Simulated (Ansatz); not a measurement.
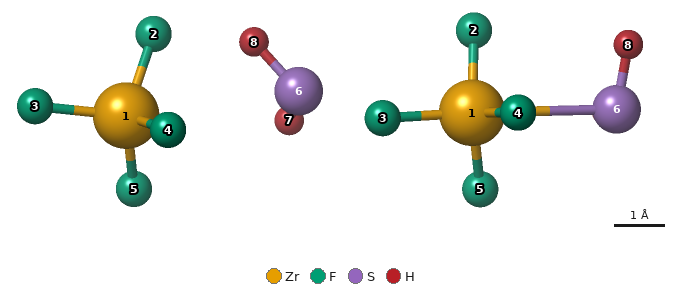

Two geometries of ZrH2SF4, drawn at one scale. One is the start of a relaxation, the other its converged end. The picture is a ball-and-stick view, seen at a tilt.

Level of theory: Ansatz, RHF/def2-SVP. Set-up: no spin polarisation; force threshold 0.03 eV/Å; at most 50 steps.

Q: Which one is relaxed?

A: The right one is the relaxed one. The run prepares an end point of a later path (reaction) calculation, from a guessed geometry. Over 18 accepted moves (23 points after the start) the energy falls by 0.277 eV. Largest force component: 0.97 eV/Å at the start, 0.0031 eV/Å at the end. The line search rejected the trial steps at points 4, 11, 15, 17, 20 of the run. The forces were under the threshold at step 7, but the run went on from there. H8 moves most after the best rigid fit: 0.81 Å. By element the largest moves are H 0.81 Å, S 0.60 Å, F 0.46 Å, Zr 0.20 Å. Among the contacts that change: Zr1–S6 3.743 → 3.080 Å, Zr1–F2 1.952 → 1.914 Å, S6–H8 1.371 → 1.336 Å, Zr1–F4 1.897 → 1.911 Å. New bonds form, among them: Zr1–S6 (3.74 → 3.08 Å). Among the angles between lasting bonds that change: F4–Zr1–F5 112.6° → 117.6°, F2–Zr1–F3 106.2° → 102.2°, F2–Zr1–F5 111.6° → 115.1°.

Limits of the set-up: Hartree-Fock leaves out electron correlation.
